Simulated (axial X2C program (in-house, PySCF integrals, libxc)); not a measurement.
# SnCu: EOM-EA-CCSD levels

Aim: EOM-EA-CCSD levels of SnCu, with spin–orbit coupling in the Hamiltonian from the start.

Computed with an in-house X2C program for linear molecules on PySCF integrals. Level: two-component X2C with atomic mean-field terms, Sn dyall-acv3z, Cu dyall-acv3z.

All values are calculated.

### 1 Input

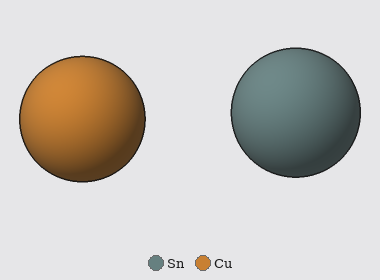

The two atoms at 2.520 Å (tin teal, copper orange).

The input, task.json:

```json
{
 "zs": [
  50,
  29
 ],
 "q": 0,
 "bas": [
  "dyall-acv3z",
  "dyall-acv3z"
 ],
 "r0": 2.52,
 "eom": "ea",
 "thr": -1.0,
 "nmax": 92,
 "grid": [
  1,
  0.96,
  1.045,
  0.92,
  1.09,
  1.15
 ]
}
```

Keys: zs atomic numbers; q charge; bas basis sets; r0 starting distance in Å; eom kind of EOM run; thr threshold in hartree for freezing inner shells (an s shell follows its p shell); nmax most natural virtual spinors; grid distances as factors.

Command:

```bash
$ python soeom.py task.json out
```

After this run come: EOM-EA-CCSD at 2.464 Å.

Q: Predict the outcome of this session. Wanted: next root led by one particle; T1 of the reference.

**Answer**, as computed:

| quantity | value |
| --- | --- |
| lowest root at 2.464 Å | Ω = 1/2, 6.311 eV |
| next root led by one particle | Ω = 3/2, about 1780 cm⁻¹ higher |
| T1 of the reference | 0.049 |

The added electron is bound by 6.31 eV in a spinor of 72% Sn pπ, 12% Cu pπ, 7% Cu dπ. Errors of 0.1 to 0.3 eV are usual at this size, and roots led by higher excitations are left out, so the list is incomplete, and low states of that kind can be missing. T1 or the largest double amplitude of the reference is raised, which lowers the reliability.
